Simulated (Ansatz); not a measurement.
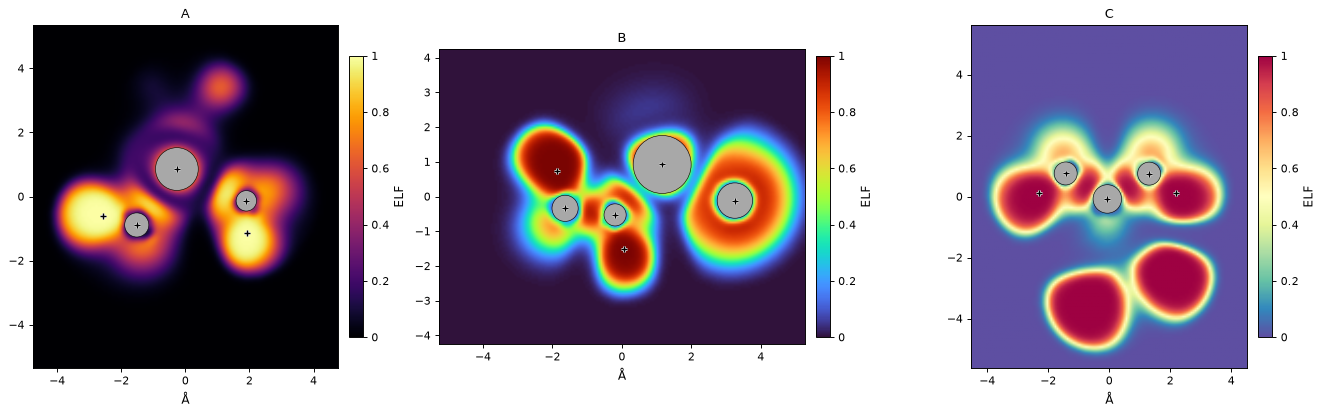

The ELF of 3 systems, each on a plane through atoms (crosses mark nuclei in the plane; grey discs cover the cores).

Theory: RKS PBE0-D4/def2-TZVPP (Ansatz 0.2.0).

System 1: C2H9ClInN (SMILES [CH3][In-]([CH3])([NH3+])[Cl]), the plane of atoms C3, In2 and N4. Geometry: PBE0-D4/def2-TZVP; core potentials replace the inner electrons of In.

```xyz
14

C    -1.8638    1.2166    0.1390
In    0.1676    0.5390   -0.0177
C     1.7548    0.1349    1.3709
N    -0.1423   -1.6125   -0.9974
Cl    1.0867    1.1583   -2.1727
H    -1.8898    2.2601    0.4563
H    -2.3453    1.1447   -0.8372
H    -2.4263    0.6244    0.8634
H     1.4217   -0.5225    2.1763
H     2.1132    1.0649    1.8146
H     2.5865   -0.3340    0.8432
H    -1.1024   -1.9193   -1.0993
H     0.3943   -2.3682   -0.5884
H     0.2324   -1.4154   -1.9222
```

System 2: CH4Cl3HfN (SMILES C[NH][Hf]([Cl])([Cl])[Cl]), the plane of atoms N2, C1 and H8. Geometry: PBE0-D4/def2-TZVP; core potentials replace the inner electrons of Hf.

```xyz
10

C     0.2793   -1.2151    0.9138
N     0.6593   -0.2946   -0.1432
Hf   -0.4450    1.2156   -0.8122
Cl   -2.4740    0.3072   -1.5598
Cl    0.7923    2.2499   -2.5049
Cl   -0.8770    2.6172    1.0183
H     0.2292   -2.2474    0.5535
H    -0.7124   -0.9598    1.2983
H     0.9737   -1.1708    1.7587
H     1.5747   -0.5021   -0.5225
```

System 3: C2H11BFNSi, the plane of atoms C1, B2 and C3. Geometry: PBE0-D4/def2-TZVP.

```xyz
17

C    -0.5110   -0.6685   -1.5970
B    -0.0681   -0.6442   -0.0570
C     1.0664   -1.6777    0.3975
F    -1.1942   -0.6617    0.8237
N     0.5171    0.9120    0.2530
Si   -0.8171    1.9055    0.9617
H    -0.9941   -1.6229   -1.8267
H     0.3370   -0.5749   -2.2854
H    -1.2356    0.1149   -1.8506
H     1.9898   -1.5792   -0.1847
H     1.3269   -1.5756    1.4586
H     0.7187   -2.7059    0.2601
H     1.3001    0.8456    0.8986
H     0.8805    1.3174   -0.6044
H    -2.0050    1.8049    0.0971
H    -1.0171    1.5033    2.3647
H    -0.3131    3.3066    0.9309
```

Match each panel to its system.

Panel A is system 1, C2H9ClInN: the plane holds In, C, N and H. C–In (2.15 Å): the ELF peaks at about 0.90 in the valence shell of C, 0.7 Å from its nucleus, and drops to about 0.20 between the two atoms. Panel B is system 2, CH4Cl3HfN: the plane holds C, N, Hf, Cl and H. C–N (1.45 Å): the ELF peaks at about 0.90 between the atoms (a covalent bond). Panel C is system 3, C2H11BFNSi: the plane holds C, B and H. C–B (1.60 Å): the ELF peaks at about 1 between the atoms (a covalent bond).
